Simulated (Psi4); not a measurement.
# BSiH4O2F (SMILES OB(F)O[SiH3]) at M06-L/6-31G(d) (spherical functions)

Aim: the vertical ionisation energy of BSiH4O2F at M06-L/6-31G* (spherical functions), from 2 runs. 

Program for the calculation: Psi4 1.11.

12 further runs of the same task are left out: 12 that didn't finish.

## Step 1: Starting point

BSiH4O2F has 9 atoms, charge 0, and is taken as a singlet. SMILES: `OB(F)O[SiH3]`. Geometry: relaxed at PBE0-D4/def2-TZVP. This is one conformer, not always the lowest.

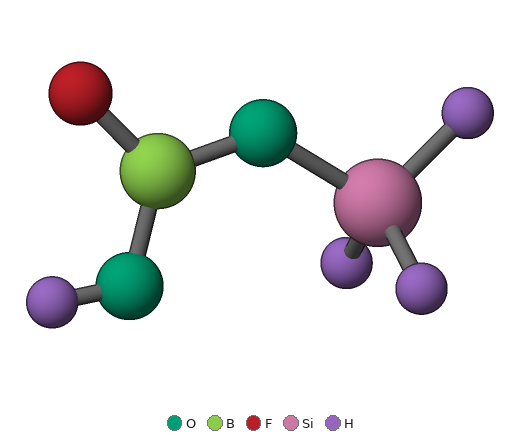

The structure, seen from a chosen angle (oxygen teal, boron green, fluorine red, silicon pink, hydrogen purple).

## Step 2: The energy at M06-L/6-31G(d) (spherical functions)

File calc.in:

```
memory 2200 mb

molecule {
  0 1
  O
  B 1 r2
  F 2 r3 1 a3
  O 2 r4 3 a4 1 d4
  Si 4 r5 2 a5 3 d5
  H 1 r6 2 a6 3 d6
  H 5 r7 4 a7 2 d7
  H 5 r8 7 a8 4 d8
  H 5 r9 7 a9 8 d9

  r2 = 1.359197
  r3 = 1.334449
  a3 = 120.04275
  r4 = 1.34756
  a4 = 118.87028
  d4 = 179.99096
  r5 = 1.654927
  a5 = 131.9216
  d5 = 179.99385
  r6 = 0.95988
  a6 = 113.38885
  d6 = -0.01857
  r7 = 1.480479
  a7 = 106.41385
  d7 = -179.93199
  r8 = 1.483561
  a8 = 110.07506
  d8 = 119.35462
  r9 = 1.483596
  a9 = 110.07877
  d9 = 121.28219
  symmetry c1
  no_reorient
  no_com
}

set basis 6-31G*
set puream true
set e_convergence 1e-09
set d_convergence 1e-08
set scf_type pk
set dft_radial_points 99
set dft_spherical_points 590

energy("m06-l")
```

Run with:

```console
$ psi4 calc.in calc.out -n 1
```

calc.out:

```text
[...]
  Running in c1 symmetry.
[...]
  Nuclear repulsion =  222.106215647762497
[...]
  Multiplicity = 1
[...]
  Nalpha       = 24
  Nbeta        = 24
[...]
    Number of basis functions: 82
[...]
   @RKS iter   1:  -566.88338519664444   -3.84490e-01   1.09616e-02 DIIS/ADIIS
[...]
   @RKS iter  12:  -567.17826569415161    5.68434e-13   2.34781e-09 DIIS
[...]
    Orbital Energies [Eh]
    ---------------------
    Doubly Occupied:
       1A    -65.848266     2A    -24.501834     3A    -19.001185
       4A    -18.986638     5A     -6.729909     6A     -5.266948
       7A     -3.578222     8A     -3.574816     9A     -3.574763
      10A     -1.180062    11A     -1.018640    12A     -0.989568
      13A     -0.559652    14A     -0.525003    15A     -0.482744
      16A     -0.439490    17A     -0.413854    18A     -0.382014
      19A     -0.358578    20A     -0.353039    21A     -0.326937
      22A     -0.317147    23A     -0.297863    24A     -0.288815
[...]
  @RKS Final Energy:  -567.17826569415161
   => Energetics <=
    Nuclear Repulsion Energy =            222.1062156477624967
    One-Electron Energy =               -1225.8119743678300892
    Two-Electron Energy =                 490.8637567886615898
    DFT Exchange-Correlation Energy =     -54.3362637627456166
    Empirical Dispersion Energy =           0.0000000000000000
    VV10 Nonlocal Energy =                  0.0000000000000000
    Total Energy =                       -567.1782656941516052
[...]
 Multipole Moments:
 ------------------------------------------------------------------------------------
     Multipole            Electronic (a.u.)      Nuclear  (a.u.)        Total (a.u.)
 ------------------------------------------------------------------------------------
 L = 1.  Multiply by 2.5417464519 to convert [e a0] to [Debye]
 Dipole X            :          0.0002334            0.0000856            0.0003190
 Dipole Y            :         -7.7926251            7.6924660           -0.1001591
 Dipole Z            :          1.6181821           -2.1382136           -0.5200314
 Magnitude           :                                                    0.5295891
[...]
```

It took 20 s on 1 thread of AMD EPYC 9R45 (Zen 5), shared host; peak memory 1.5 GiB.

## Step 3: The doublet cation: energy and forces at UM06-L/6-31G(d) (spherical functions)

File run.py:

```python
import numpy as np
from ase.calculators.psi4 import Psi4
from ase import Atoms

a = Atoms(['O', 'B', 'F', 'O', 'Si', 'H', 'H', 'H', 'H'], positions=[
    [-1.614100, 0.556700, 0.394000],
    [-0.395400, 1.157100, 0.352700],
    [-0.277300, 2.450800, 0.657900],
    [0.708900, 0.466900, 0.006200],
    [0.934200, -1.114900, -0.425000],
    [-2.322500, 1.149900, 0.654100],
    [2.381900, -1.273900, -0.690900],
    [0.154500, -1.427600, -1.647800],
    [0.518200, -2.011000, 0.681800],
])
calc = Psi4(atoms=a, method='m06-l', basis='6-31G*', memory='2200MB', num_threads=1, charge=1, multiplicity=2, label='bfh4o2si', reference='uks')
calc.psi4.set_options({'puream': True, 'e_convergence': 1e-09, 'd_convergence': 1e-08, 'scf_type': 'pk', 'dft_radial_points': 99, 'dft_spherical_points': 590, 'maxiter': 100})
a.calc = calc

forces = a.get_forces()
print(f'energy: {a.get_potential_energy():.6f} eV')
print('forces / eV A^-1')
print(np.round(forces, 5))
```

Run with:

```console
$ python run.py
```

bfh4o2si.dat (excerpt; [...] marks lines left out):

```text
[...]
  Running in c1 symmetry.
[...]
  Nuclear repulsion =  222.106225101530924
[...]
  Multiplicity = 2
[...]
  Nalpha       = 24
  Nbeta        = 23
[...]
    Number of basis functions: 82
[...]
   @UKS iter   1:  -566.46938590048512    2.95100e-02   1.05347e-02 ADIIS/DIIS
[...]
   @UKS iter  20:  -566.77205220127098   -4.86580e-11   7.22417e-09 DIIS
[...]
   @S^2 Observed:                7.566332745E-01
[...]
  @UKS Final Energy:  -566.77205220127098
   => Energetics <=
    Nuclear Repulsion Energy =            222.1062251015309243
    One-Electron Energy =               -1214.2024254133989416
    Two-Electron Energy =                 479.2670766842085186
    DFT Exchange-Correlation Energy =     -53.9429285736115531
    Empirical Dispersion Energy =           0.0000000000000000
    VV10 Nonlocal Energy =                  0.0000000000000000
    Total Energy =                       -566.7720522012709807
[...]
 Multipole Moments:
 ------------------------------------------------------------------------------------
     Multipole            Electronic (a.u.)      Nuclear  (a.u.)        Total (a.u.)
 ------------------------------------------------------------------------------------
 L = 1.  Multiply by 2.5417464519 to convert [e a0] to [Debye]
 Dipole X            :         -1.7024359            1.2854045           -0.4170315
 Dipole Y            :          6.0396997           -7.5942871           -1.5545874
 Dipole Z            :          1.7774804           -2.1025089           -0.3250285
 Magnitude           :                                                    1.6420416
[...]
  -Total Gradient:
     Atom            X                  Y                   Z
    ------   -----------------  -----------------  -----------------
       1       -0.010488433915     0.020724399679     0.006820153397
       2        0.019995030598    -0.060819623366    -0.018396820393
       3       -0.001059768093     0.021596079651     0.005566836298
       4       -0.008049629354     0.011014535520     0.004112774330
       5       -0.046089945140     0.017746768843     0.011405895998
       6        0.013350982005    -0.009595965223    -0.004486581443
       7        0.010652362546    -0.002140538829    -0.002137981800
       8        0.011192600613    -0.000008636119     0.000974334220
       9        0.010449687153     0.001187014998    -0.003924177259
[...]
```

Standard output:

```text
energy: -15422.653100 eV
forces / eV A^-1
[[ 5.39340e-01 -1.06569e+00 -3.50710e-01]
 [-1.02819e+00  3.12747e+00  9.46000e-01]
 [ 5.45000e-02 -1.11052e+00 -2.86260e-01]
 [ 4.13930e-01 -5.66390e-01 -2.11490e-01]
 [ 2.37004e+00 -9.12580e-01 -5.86510e-01]
 [-6.86540e-01  4.93440e-01  2.30710e-01]
 [-5.47770e-01  1.10070e-01  1.09940e-01]
 [-5.75550e-01  4.40000e-04 -5.01000e-02]
 [-5.37340e-01 -6.10400e-02  2.01790e-01]]
```

Run time: 55 s. Hardware: 1 thread of AMD EPYC 9R45 (Zen 5), shared host; peak memory 1.5 GiB.

## Step 4: What came out

Level: M06-L/6-31G* (spherical functions).

```
                                          quantity          value
                    singlet BSiH4O2F: total energy  -567.17827 Eh
                   singlet BSiH4O2F: dipole moment         1.35 D
                     singlet BSiH4O2F: HOMO energy       -7.86 eV
                     singlet BSiH4O2F: LUMO energy        0.31 eV
                   singlet BSiH4O2F: HOMO–LUMO gap        8.17 eV
                      doublet cation: total energy  -566.77205 Eh
doublet cation: HOMO energy (highest over α and β)      -14.29 eV
 doublet cation: LUMO energy (lowest over α and β)      -14.21 eV
                              doublet cation: ⟨S²⟩          0.757
          doublet cation: largest force on an atom     3.425 eV/Å
vertical ionisation energy (to the doublet cation)      11.054 eV
```

**Reading.** The vertical ionisation energy comes to 11.05 eV (1067 kJ/mol). The negative HOMO energy of the first species, 7.86 eV, lies 3.19 eV below that difference.
